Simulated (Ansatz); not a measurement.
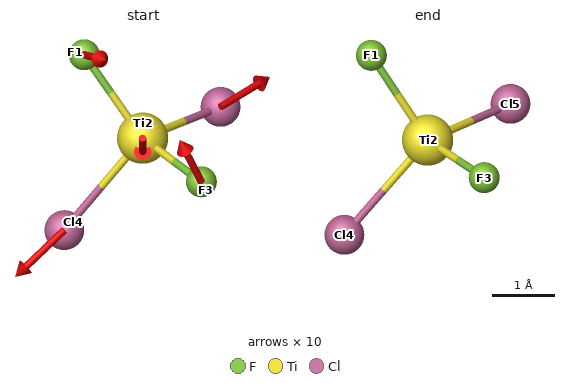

The structure of TiCl₂F₂ before (left) and after (right) a relaxation, at one scale. The red arrows give the displacements, magnified 10 times.

Style: ball-and-stick. Shown from a free direction.

The start comes from GFN2-xTB.

Level of theory: Ansatz, RKS PBE0-D4/def2-TZVP.

Input file:
```yaml
crystal:
  periodic: [false, false, false]
  atoms:
    - {symbol: F, position_ang: [-0.209490, -0.185260, 1.766800]}
    - {symbol: Ti, position_ang: [0.101830, -0.105400, 0.105750]}
    - {symbol: F, position_ang: [1.371260, -0.999700, -0.566060]}
    - {symbol: Cl, position_ang: [-1.672290, -0.634820, -0.912860]}
    - {symbol: Cl, position_ang: [0.408680, 1.925190, -0.393620]}
basis:
  gaussian: {orbitals: def2-TZVP}
hamiltonian: {xc: pbe0, dispersion: d4}
relax: {f_tol: 0.005, max_steps: 150}
```

> Describe what moved and what it gained.

The largest moves after the best rigid fit, 0.11 Å, are those of Cl4 and Cl5. By element the largest moves are Cl 0.11 Å, F 0.10 Å, Ti 0.08 Å. Among the contacts that change: Ti2–Cl4 2.113 → 2.170 Å, F1–Ti2 1.692 → 1.733 Å. Bond angles that change, for instance: F1–Ti2–F3 120.2° → 109.1°, Cl4–Ti2–Cl5 104.4° → 109.8°. The energy falls by 0.221 eV in 5 geometry steps. The largest force component goes from 1.9 to 0.00054 eV/Å.
